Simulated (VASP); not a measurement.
Data:

```
CsBr
1.0
    4.27043     0.00000     0.00000
    0.00000     4.27043     0.00000
    0.00000     0.00000     4.27043
Cs Br
1 1
Direct
  0.00000   0.00000   0.00000
  0.50000   0.50000   0.50000
```

Method: optB86b-vdW, VASP's PBE PAW potentials (set 64) (plane waves; VASP 6.6.1). Numerical set-up: 520 eV cut-off, 7×7×7 Γ-centred mesh, tetrahedra with Blöchl corrections, potentials Cs_sv Br.

Unless said otherwise, spin-orbit coupling is left out, though it shifts the bands of the heavy elements here.

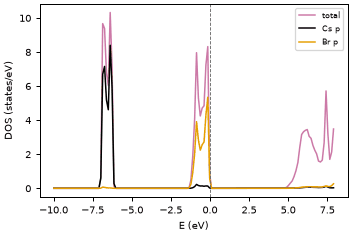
Fig. 1. Total and projected density of states, zero at the valence-band maximum

Within 2 eV below the valence-band maximum the largest weight inside VASP's projection spheres is Br p.

The gap is direct, 4.52 eV, from the valence maximum at Γ to the conduction minimum at Γ.

The compound is CsBr in the CsCl type structure. It was relaxed first.
